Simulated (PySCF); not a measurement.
**C4H12B2 (SMILES BCBCCC): density, localisation and related maps**

```xyz
18

B    -2.4845   -0.2850    1.0680
C    -2.0302    0.3023   -0.3095
B    -0.8369    1.2855    0.0012
C     0.6736    0.8376   -0.0029
C     1.0087   -0.5951   -0.4221
C     2.4972   -0.8939   -0.2787
H    -2.0297   -1.2876    1.4649
H    -3.2653    0.2869    1.7263
H    -2.8431    0.8661   -0.7657
H    -1.7096   -0.4874   -0.9862
H    -1.0734    2.4009    0.2816
H     1.0553    0.9959    1.0132
H     1.2563    1.5270   -0.6240
H     0.7145   -0.7468   -1.4631
H     0.4412   -1.2960    0.1919
H     3.0846   -0.2204   -0.8999
H     2.8152   -0.7680    0.7545
H     2.7172   -1.9156   -0.5811
```

Geometry: GFN2-xTB.

Level of theory: PySCF 2.14.0, PBE0/pcSseg-1, SCF density, gas phase, non-relativistic.

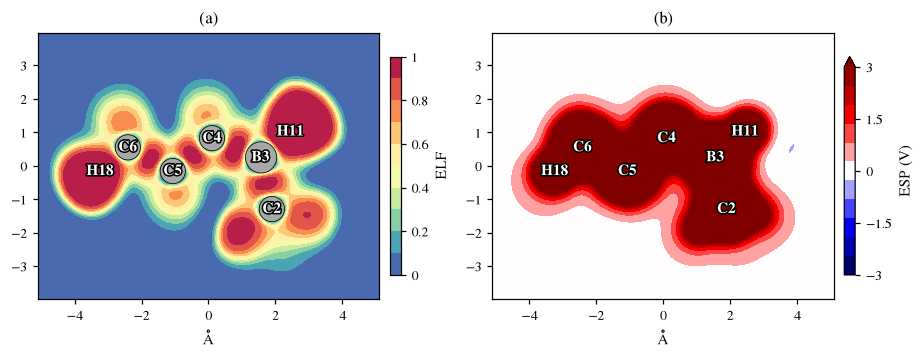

Figure 1. (a) electron localisation function; (b) electrostatic potential on the plane of atoms C2, B3 and H11. Grey discs cover the atomic cores in the ELF map.

### What do the fields say about this system?

The section cuts through C, B and H sites.
C–C (1.52 Å): the ELF peaks at about 0.95 between the atoms (a shared electron pair).
C–B (1.58 Å): the ELF peaks at about 0.95 between the atoms; localised, covalent bonding.
C–H (1.09 Å): the ELF climbs to about 1 towards the hydrogen, as it does in any bond to H; an ordinary covalent bond to hydrogen.
B–H (1.17 Å): the ELF climbs to about 1 towards the hydrogen; an ordinary covalent bond to hydrogen.
The potential has no marked negative region in this plane.

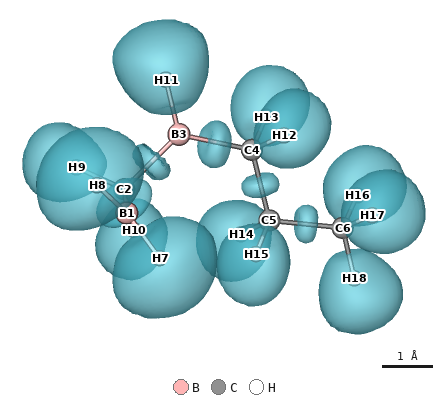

Figure 2. Isosurface of the ELF at 0.85 (cyan), seen at a tilt. Only the valence region is drawn (cores and ρ < 0.01 e/Å³ removed).

### Describe the localisation domains.

The surface consists of three regions between bonded B–C atoms (shared pairs), two regions between bonded C–C atoms (shared pairs) and twelve regions around hydrogen nuclei.


 C–B (1.56 Å): the ELF peaks at about 0.95 between the atoms; a covalent bond.

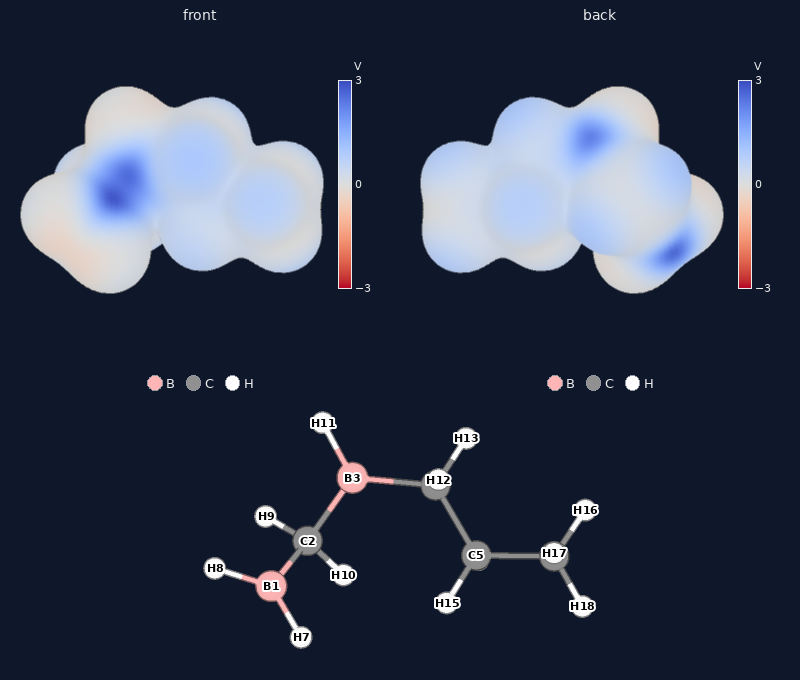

Figure 3. The electrostatic potential painted on the density surface at 0.004 e/bohr³, seen from the front and from behind; red is negative and blue positive. The bare structure is drawn below in the same view.

### Where is the surface potential most negative and most positive?

The most negative region (about −0.3 V) lies over H8, the most positive (about +2.6 V) over B1 and B3.

### How polar is the molecule by this calculation?

Its dipole moment is 0.68 D.
